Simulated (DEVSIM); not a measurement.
System: TaN/SiO2/p-Si capacitor, at 300 K.

```
layer (left to right)  material  thickness (nm)  Na (cm⁻³)
---------------------  --------  --------------  ---------
1                          SiO2            40.0          -
2                            Si            1100     2.7e17
```

Metal gate on the left, work function 4.4 eV. Fixed charge at the semiconductor interface 2e11 cm⁻² (in units of +e); no interface traps.

Constants are typed, rounded textbook-type inputs, not results; the design itself was drawn at random and stands for no fabricated device. Values at 300 K.

```
parameter      SiO2       Si
-------------  ----  -------
gap (eV)          9    1.124
affinity (eV)   0.9     4.05
permittivity    3.9     11.7
Nc (cm⁻³)         -  2.86e19
Nv (cm⁻³)         -   3.1e19
```

Simulated with DEVSIM: 1D Poisson equation in equilibrium, Boltzmann statistics, complete ionisation; no quantum confinement or tunnelling. Metal contacts follow the ideal Schottky-Mott rule: no Fermi-level pinning, no interface dipoles.

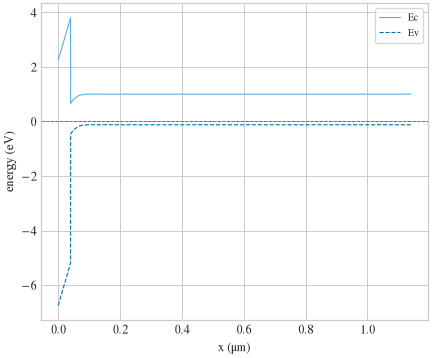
Band edges at 1.25 V on the gate

Energies count from the Fermi level of the right contact; mesh points crowd at the junctions.

```tsv
x (μm)	Ec (eV)	Ev (eV)	n (cm⁻³)	p (cm⁻³)	field (V/cm)
0.000	2.250	-6.750	< 1e2	< 1e2	390000
0.001419	2.305	-6.694	< 1e2	< 1e2	390000
0.004293	2.418	-6.582	< 1e2	< 1e2	390000
0.01065	2.667	-6.333	< 1e2	< 1e2	390000
0.02721	3.314	-5.686	< 1e2	< 1e2	390000
0.03471	3.607	-5.393	< 1e2	< 1e2	390000
0.03810	3.740	-5.260	< 1e2	< 1e2	390000
0.04008	0.665	-0.459	1.9e8	6.1e11	160000
0.04164	0.690	-0.434	7.3e7	1.6e12	150000
0.04494	0.739	-0.385	1.1e7	1.0e13	140000
0.05257	0.834	-0.290	280000	4.2e14	110000
0.07939	0.987	-0.137	740	1.6e17	17000
0.1302	1.001	-0.123	430	2.7e17	32
0.2377	1.001	-0.123	430	2.7e17	≈ 0
0.6083	1.001	-0.123	430	2.7e17	≈ 0
0.9046	1.001	-0.123	430	2.7e17	≈ 0
1.032	1.001	-0.123	430	2.7e17	≈ 0
1.093	1.001	-0.123	430	2.7e17	≈ 0
1.125	1.001	-0.123	430	2.7e17	≈ 0
1.134	1.001	-0.123	430	2.7e17	≈ 0
1.138	1.001	-0.123	430	2.7e17	≈ 0
1.140	1.001	-0.123	430	2.7e17	≈ 0
```
